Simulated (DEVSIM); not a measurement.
Structure: W/HfO2/SiO2/p-Si capacitor, at 300 K.

```csv
layer (left to right),material,thickness (nm),Na (cm⁻³)
1,HfO2,2.80,-
2,SiO2,1.20,-
3,Si,1200,1.2e16
```

Metal gate on the left, work function 4.6 eV. Fixed charge at the semiconductor interface 0 cm⁻² (in units of +e); no interface traps.

Constants are typed, rounded textbook-type inputs, not results; the design itself was drawn at random and stands for no fabricated device. Values at 300 K.

| parameter | HfO2 | SiO2 | Si |
|---|---|---|---|
| gap (eV) | 5.7 | 9 | 1.124 |
| affinity (eV) | 2.5 | 0.9 | 4.05 |
| permittivity | 22 | 3.9 | 11.7 |
| Nc (cm⁻³) | - | - | 2.86e19 |
| Nv (cm⁻³) | - | - | 3.1e19 |

DEVSIM, 1D Poisson equation in equilibrium, Boltzmann statistics, complete ionisation; no quantum confinement or tunnelling. Metal contacts follow the ideal Schottky-Mott rule: no Fermi-level pinning, no interface dipoles.

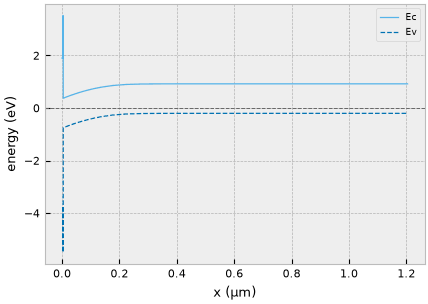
Fig. 1. Band edges at 0.2 V on the gate

Energies count from the Fermi level of the right contact; mesh points crowd at the junctions.

```tsv
x (μm)	Ec (eV)	Ev (eV)	n (cm⁻³)	p (cm⁻³)	field (V/cm)
0.000	1.900	-3.800	< 1e2	< 1e2	23000
0.0008827	1.902	-3.798	< 1e2	< 1e2	23000
0.001812	1.904	-3.796	< 1e2	< 1e2	23000
0.002664	1.906	-3.794	< 1e2	< 1e2	23000
0.003462	3.515	-5.485	< 1e2	< 1e2	130000
0.004124	0.373	-0.751	1.6e13	7500000	44000
0.005456	0.379	-0.745	1.2e13	9400000	44000
0.009365	0.396	-0.728	6.4e12	1.8e7	43000
0.01612	0.424	-0.700	2.1e12	5.5e7	42000
0.02987	0.480	-0.644	2.5e11	4.7e8	39000
0.05785	0.583	-0.541	4.7e9	2.5e10	34000
0.1400	0.800	-0.324	1000000	1.1e14	19000
0.2820	0.915	-0.209	12000	9.7e15	1400
0.5709	0.921	-0.203	9700	1.2e16	≈ 0
0.9557	0.921	-0.203	9700	1.2e16	≈ 0
1.078	0.921	-0.203	9700	1.2e16	≈ 0
1.143	0.921	-0.203	9700	1.2e16	≈ 0
1.175	0.921	-0.203	9700	1.2e16	≈ 0
1.193	0.921	-0.203	9700	1.2e16	≈ 0
1.199	0.921	-0.203	9700	1.2e16	≈ 0
1.202	0.921	-0.203	9700	1.2e16	≈ 0
1.204	0.921	-0.203	9700	1.2e16	≈ 0
```
